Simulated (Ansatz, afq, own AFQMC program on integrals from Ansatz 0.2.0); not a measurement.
**BNH₂+ (quartet): quantum Monte Carlo beside coupled cluster, cc-pVDZ**

How near does AFQMC come to the top of the ladder for BNH₂+ (quartet)?

Program: Ansatz 0.2.0, Gaussian basis, and an in-house AFQMC program (afq) on its integrals; all values are calculated. Level of theory: cc-pVDZ, frozen cores. These are calculated values, not measurements.

The runs, in order: PBE (unrestricted); r2SCAN (unrestricted); PBE0 (unrestricted); B3LYP (unrestricted); wB97M-V (unrestricted); B2PLYP (unrestricted); CCSD(T) on UHF; CCSDT(Q) on UHF; CCSD(T) on UHF; CCSD(T) on UHF; Phaseless AFQMC, CISD trial on UHF; Phaseless AFQMC, single-determinant trial on UHF; Free-projection AFQMC, CISD trial on UHF.

2 further runs of the same task are left out: 2 that didn't finish.

## Step 1: The geometry

The geometry is a PBE0/def2-TZVP stationary point (not a proven minimum) of the parent state, kept for this charge and spin.

4 atoms, charge 1, spin multiplicity 4.

Atoms are counted from 1 here; the program's logs count them from 0.

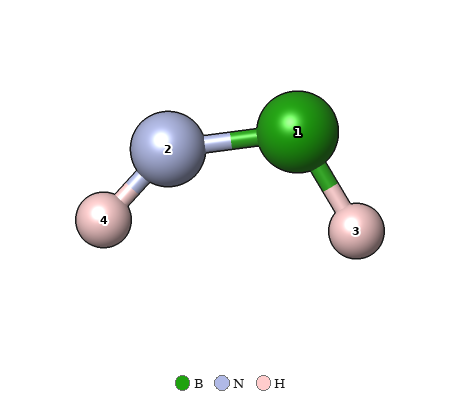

The geometry (boron green, nitrogen light blue, hydrogen pink); atoms are numbered from 1 in the order of the file.

## Step 2: PBE (unrestricted)

in.yaml

```yaml
crystal:
  periodic: [false, false, false]
  atoms:
    - {symbol: B, position_ang: [0.000000, -0.124007, 0.773899]}
    - {symbol: N, position_ang: [0.000000, -0.022422, -0.597982]}
    - {symbol: H, position_ang: [0.000000, 0.956413, 1.330586]}
    - {symbol: H, position_ang: [0.000000, 0.685254, -1.321528]}
basis:
  gaussian: {orbitals: cc-pVDZ}
total_charge: 1
magnetization: {spin_polarized: true, initial_magnetization: 3}
hamiltonian: {xc: {name: PBE}}
output: {orbitals: {seedname: orbitals}}
```

On the command line:

```sh
$ ansatz run in.yaml --threads 1 --pin off --events-out ev --progress --plain --max-ram 1843MiB
```

Standard output:

```text
Functional definition: PBE
  name "PBE"
  cite "Perdew, Burke & Ernzerhof, Phys. Rev. Lett. 77, 3865 (1996) doi:10.1103/PhysRevLett.77.3865"
  parent pbe
  parameter kappa = 0.804
  parameter beta = 0.06672455060314922
  exchange = pbe_x(kappa = kappa, mu = beta*pi^2/3)
  correlation = pbe_c(beta = beta)
468 factors; their error is unknown
mean field evaluation 1: about -2170.8229 eV, gradient 4.4e1 eV
mean field evaluation 2: about -2144.2199 eV, gradient 7.7e1 eV
mean field evaluation 4: about -2179.8351 eV, gradient 9.3e0 eV
mean field evaluation 8: about -2180.4121 eV, gradient 1.2e-1 eV
mean field evaluation 16: about -2180.4122 eV, gradient 1.7e-5 eV
mean field -2180.41219623 eV, -80.1286702748 hartree, gradient 1.7e-5 eV, S^2 3.753615; 0 other end points of the search recorded, 0 dependent functions left out
reference -2180.41222273 eV, -80.1286712487 hartree; 8, 5 occupied and 30, 33 virtual orbitals, 468 factors
Total energy: -2180.41222273 eV, -80.1286712487 hartree
```

It took 0.6 s on 1 thread of Arm Neoverse V2, shared host; peak memory 0.3 GiB.

From the report: ⟨S²⟩ of the determinant 3.754 (pure quartet: 3.75).

## Step 3: r2SCAN (unrestricted)

Changes to in.yaml since step 2:

```diff
@@ -11,3 +11,2 @@
 magnetization: {spin_polarized: true, initial_magnetization: 3}
-hamiltonian: {xc: {name: PBE}}
-output: {orbitals: {seedname: orbitals}}
+hamiltonian: {xc: {name: r2SCAN}}
```

The command is unchanged.

Standard output:

```text
Functional definition: r2SCAN
  name "r2SCAN"
  cite "Furness, Kaplan, Ning, Perdew & Sun, J. Phys. Chem. Lett. 11, 8208 (2020) doi:10.1021/acs.jpclett.0c02405"
  cite "Furness, Kaplan, Ning, Perdew & Sun, J. Phys. Chem. Lett. 11, 9248 (2020) doi:10.1021/acs.jpclett.0c03077"
  parent r2scan
  parameter k0 = 0.174
  parameter k1 = 0.065
  parameter a1 = 4.9479
  exchange = r2scan_x(k0 = k0, k1 = k1, a1 = a1)
  correlation = r2scan_c
468 factors; their error is unknown
mean field evaluation 1: about -2174.8148 eV, gradient 3.9e1 eV
mean field evaluation 2: about -2160.4487 eV, gradient 6.1e1 eV
mean field evaluation 4: about -2182.2180 eV, gradient 5.3e0 eV
mean field evaluation 8: about -2182.4011 eV, gradient 1.9e-1 eV
mean field evaluation 16: about -2182.3793 eV, gradient 3.0e-5 eV
mean field -2182.37930028 eV, -80.2009600155 hartree, gradient 3.0e-5 eV, S^2 3.757445; 0 other end points of the search recorded, 0 dependent functions left out
reference -2182.37930903 eV, -80.2009603369 hartree; 8, 5 occupied and 30, 33 virtual orbitals, 468 factors
Total energy: -2182.37930903 eV, -80.2009603369 hartree
```

Run time: 1.4 s. Hardware: 1 thread of Arm Neoverse V2, shared host; peak memory 0.3 GiB.

From the report: ⟨S²⟩ of the determinant 3.757 (pure quartet: 3.75).

## Step 4: PBE0 (unrestricted)

Changes to in.yaml since step 3:

```diff
@@ -11,2 +11,3 @@
 magnetization: {spin_polarized: true, initial_magnetization: 3}
-hamiltonian: {xc: {name: r2SCAN}}
+hamiltonian: {xc: {name: PBE0}}
+output: {orbitals: {seedname: orbitals}}
```

Launched as before.

Standard output:

```text
Functional definition: PBE0
  name "PBE0"
  cite "Adamo & Barone, J. Chem. Phys. 110, 6158 (1999) doi:10.1063/1.478522"
  cite "Perdew, Burke & Ernzerhof, Phys. Rev. Lett. 77, 3865 (1996) doi:10.1103/PhysRevLett.77.3865"
  parent pbe
  parameter a = 0.25
  parameter kappa = 0.804
  parameter beta = 0.06672455060314922
  exchange = (1 - a)*pbe_x(kappa = kappa, mu = beta*pi^2/3) + a*exact_x
  correlation = pbe_c(beta = beta)
355 factors; integrals over basis functions are off by at most 1.1e-3 eV
mean field evaluation 1: about -2174.9756 eV, gradient 3.5e1 eV
mean field evaluation 2: about -2170.4966 eV, gradient 4.4e1 eV
mean field evaluation 4: about -2180.7717 eV, gradient 2.3e0 eV
mean field evaluation 8: about -2180.8137 eV, gradient 6.3e-2 eV
mean field -2180.81370102 eV, -80.1434253038 hartree, gradient 8.9e-5 eV, S^2 3.755611; 0 other end points of the search recorded, 0 dependent functions left out
reference -2180.81372099 eV, -80.1434260377 hartree; 8, 5 occupied and 30, 33 virtual orbitals, 355 factors
Total energy: -2180.81372099 eV, -80.1434260377 hartree
```

It took 0.57 s on 1 thread of Arm Neoverse V2, shared host; peak memory 0.3 GiB.

From the report: ⟨S²⟩ of the determinant 3.756 (pure quartet: 3.75).

## Step 5: B3LYP (unrestricted)

Changes to in.yaml since step 4:

```diff
@@ -11,3 +11,2 @@
 magnetization: {spin_polarized: true, initial_magnetization: 3}
-hamiltonian: {xc: {name: PBE0}}
-output: {orbitals: {seedname: orbitals}}
+hamiltonian: {xc: {name: B3LYP}}
```

The command is unchanged.

Standard output (excerpt; [...] marks lines left out):

```text
Functional definition: B3LYP
  name "B3LYP"
  cite "Stephens, Devlin, Chabalowski & Frisch, J. Phys. Chem. 98, 11623 (1994) doi:10.1021/j100096a001"
  cite "Becke, Phys. Rev. A 38, 3098 (1988) doi:10.1103/PhysRevA.38.3098"
  cite "Lee, Yang & Parr, Phys. Rev. B 37, 785 (1988) doi:10.1103/PhysRevB.37.785"
  cite "Vosko, Wilk & Nusair, Can. J. Phys. 58, 1200 (1980) doi:10.1139/p80-159"
[...]
355 factors; integrals over basis functions are off by at most 1.1e-3 eV
[...]
mean field -2183.60081244 eV, -80.2458497594 hartree, gradient 7.0e-5 eV, S^2 3.755209; 0 other end points of the search recorded, 0 dependent functions left out
reference -2183.60097634 eV, -80.2458557824 hartree; 8, 5 occupied and 30, 33 virtual orbitals, 355 factors
Total energy: -2183.60097634 eV, -80.2458557824 hartree
```

It took 0.6 s on 1 thread of Arm Neoverse V2, shared host; peak memory 0.3 GiB.

From the report: ⟨S²⟩ of the determinant 3.755 (pure quartet: 3.75).

## Step 6: wB97M-V (unrestricted)

Changes to in.yaml since step 5:

```diff
@@ -11,2 +11,3 @@
 magnetization: {spin_polarized: true, initial_magnetization: 3}
-hamiltonian: {xc: {name: B3LYP}}
+hamiltonian: {xc: {name: wB97M-V}}
+output: {orbitals: {seedname: orbitals}}
```

The command is unchanged.

Standard output (excerpt; [...] marks lines left out):

```text
Functional definition: wB97M-V
  name "wB97M-V"
  cite "Mardirossian & Head-Gordon, J. Chem. Phys. 144, 214110 (2016) doi:10.1063/1.4952647"
  cite "Becke, J. Chem. Phys. 107, 8554 (1997) doi:10.1063/1.475007"
  cite "Vydrov & Van Voorhis, J. Chem. Phys. 133, 244103 (2010) doi:10.1063/1.3521275"
  # Of w^i u^j: cxij and so on, Table III.
[...]
  gx(w, u) = 1 - cx + cx01*u + cx10*w
  gss(w, u) = css00 + css04*u^4 + css10*w + css20*w^2 + css43*w^4*u^3
  gos(w, u) = cos00 + cos10*w + (cos20 + cos21*u)*w^2 + (cos60 + cos61*u)*w^6
[...]
      + integral(e_c_pw_mod_opposite_spin*gos(b97_w_opposite, b97_u_opposite)) + vv10(b, c)
355 factors; integrals over basis functions are off by at most 1.1e-3 eV
116 factors; integrals over basis functions are off by at most 1.2e-5 eV
[...]
mean field -2182.33907238 eV, -80.1994816676 hartree, gradient 2.7e-5 eV, S^2 3.755103; 0 other end points of the search recorded, 0 dependent functions left out
reference -2182.33910081 eV, -80.1994827121 hartree; 8, 5 occupied and 30, 33 virtual orbitals, 355 factors
Total energy: -2182.33910081 eV, -80.1994827121 hartree
```

Run time: 2.2 s. Hardware: 1 thread of Arm Neoverse V2, shared host; peak memory 0.3 GiB.

From the report: ⟨S²⟩ of the determinant 3.755 (pure quartet: 3.75).

## Step 7: B2PLYP (unrestricted)

Changes to in.yaml since step 6:

```diff
@@ -11,3 +11,3 @@
 magnetization: {spin_polarized: true, initial_magnetization: 3}
-hamiltonian: {xc: {name: wB97M-V}}
-output: {orbitals: {seedname: orbitals}}
+hamiltonian: {xc: {name: B2PLYP}}
+correlation: {electrons: outside_noble_gas}
```

Same command.

Standard output (excerpt; [...] marks lines left out):

```text
Functional definition: B2PLYP
  name "B2PLYP"
  cite "Grimme, J. Chem. Phys. 124, 034108 (2006) doi:10.1063/1.2148954"
  cite "Becke, Phys. Rev. A 38, 3098 (1988) doi:10.1103/PhysRevA.38.3098"
  cite "Lee, Yang & Parr, Phys. Rev. B 37, 785 (1988) doi:10.1103/PhysRevB.37.785"
[...]
355 factors; integrals over basis functions are off by at most 1.1e-3 eV
[...]
mean field -2179.87000874 eV, -80.1087452522 hartree, gradient 6.5e-6 eV, S^2 3.758241; 0 other end points of the search recorded, 0 dependent functions left out
2 core orbitals not correlated: weight in the atoms' cores, before any rotation towards them, 1.000 or more for the frozen orbitals, at most 0.000 for the correlated occupied ones
reference -2179.87011300 eV, -80.1087490838 hartree; 6, 3 occupied and 30, 33 virtual orbitals, 355 factors
second order -5.00986768 eV of doubles, -0.00000000 eV of singles
Total energy: -2181.22277727 eV, -80.1584585789 hartree
```

It took 0.72 s on 1 thread of Arm Neoverse V2, shared host; peak memory 0.3 GiB.

From the report: ⟨S²⟩ of the determinant 3.758 (pure quartet: 3.75).

## Step 8: CCSD(T) on UHF

Changes to in.yaml since step 7:

```diff
@@ -11,3 +11,2 @@
 magnetization: {spin_polarized: true, initial_magnetization: 3}
-hamiltonian: {xc: {name: B2PLYP}}
-correlation: {electrons: outside_noble_gas}
+correlation: {method: ccsd_t, electrons: outside_noble_gas, hamiltonian_folder: ham}
```

Same command.

Standard output (excerpt; [...] marks lines left out):

```text
Functional definition: HF
  name "HF"
  cite "Fock, Z. Phys. 61, 126 (1930) doi:10.1007/BF01340294"
  parent pbe
[...]
355 factors; integrals over basis functions are off by at most 1.1e-3 eV
[...]
mean field -2172.59315610 eV, -79.8413258503 hartree, gradient 2.1e-6 eV, S^2 3.762851; 3 other end points of the search recorded, 0 dependent functions left out
determinant -2172.59315610 eV, -79.8413258503 hartree, with singles and doubles -2177.41459164 eV, -80.0185103382 hartree
determinant -2169.82608960 eV, -79.7396380318 hartree, with singles and doubles -2174.70555159 eV, -79.9189549526 hartree
determinant -2169.26151603 eV, -79.7188903360 hartree, with singles and doubles -2174.51761448 eV, -79.9120483911 hartree
2 core orbitals not correlated: weight in the atoms' cores, before any rotation towards them, 1.000 or more for the frozen orbitals, at most 0.000 for the correlated occupied ones
reference -2172.59315610 eV, -79.8413258503 hartree; 6, 3 occupied and 30, 33 virtual orbitals, 355 factors
second order -3.95576068 eV of doubles, -0.00000000 eV of singles
cycle   1  -4.82119895 eV  change    2.4e-4 eV  update   1.6e-3
[...]
cycle   7  -4.82247455 eV  change   -9.7e-6 eV  update   1.1e-5
perturbative correction -0.09915332 eV, -0.0036438172 hartree
Total energy: -2177.51478397 eV, -80.0221923385 hartree
```

Wall time 1.2 s (1 thread of Arm Neoverse V2, shared host); peak memory 0.3 GiB.

From the report: ⟨S²⟩ of the determinant 3.763 (pure quartet: 3.75); correlation -4.9216 eV; T1 0.027; largest double amplitude 0.04.

This run also writes the integrals to the folder ham.

## Step 9: CCSDT(Q) on UHF

Changes to in.yaml since step 8:

```diff
@@ -11,2 +11,2 @@
 magnetization: {spin_polarized: true, initial_magnetization: 3}
-correlation: {method: ccsd_t, electrons: outside_noble_gas, hamiltonian_folder: ham}
+correlation: {method: ccsdt_q, electrons: outside_noble_gas}
```

The command is unchanged.

Standard output (excerpt; [...] marks lines left out):

```text
Functional definition: HF
  name "HF"
  cite "Fock, Z. Phys. 61, 126 (1930) doi:10.1007/BF01340294"
  parent pbe
[...]
701 factors; integrals over basis functions are off by at most 2.1e-7 eV
[...]
mean field -2172.59317882 eV, -79.8413266849 hartree, gradient 2.1e-6 eV, S^2 3.762851; 3 other end points of the search recorded, 0 dependent functions left out
determinant -2172.59317882 eV, -79.8413266849 hartree, with singles and doubles -2177.41460417 eV, -80.0185107986 hartree
determinant -2169.82612142 eV, -79.7396392011 hartree, with singles and doubles -2174.70557198 eV, -79.9189557017 hartree
determinant -2169.26154273 eV, -79.7188913172 hartree, with singles and doubles -2174.51763423 eV, -79.9120491170 hartree
2 core orbitals not correlated: weight in the atoms' cores, before any rotation towards them, 1.000 or more for the frozen orbitals, at most 0.000 for the correlated occupied ones
reference -2172.59317882 eV, -79.8413266849 hartree; 6, 3 occupied and 30, 33 virtual orbitals, 701 factors
second order -3.95576872 eV of doubles, -0.00000000 eV of singles
cycle   1  -4.54383978 eV  change   -5.9e-1 eV  update   6.0e-2
[...]
cycle  17  -4.94673129 eV  change   -2.8e-7 eV  update   6.9e-7
perturbative correction -0.00458068 eV, -0.0001683368 hartree
Total energy: -2177.54449079 eV, -80.0232840438 hartree
```

Run time: 11 s. Hardware: 1 thread of Arm Neoverse V2, shared host; peak memory 0.3 GiB.

From the report: ⟨S²⟩ of the determinant 3.763 (pure quartet: 3.75); correlation -4.9513 eV; T1 0.029; largest double amplitude 0.05.

[end of part 1 of 2]
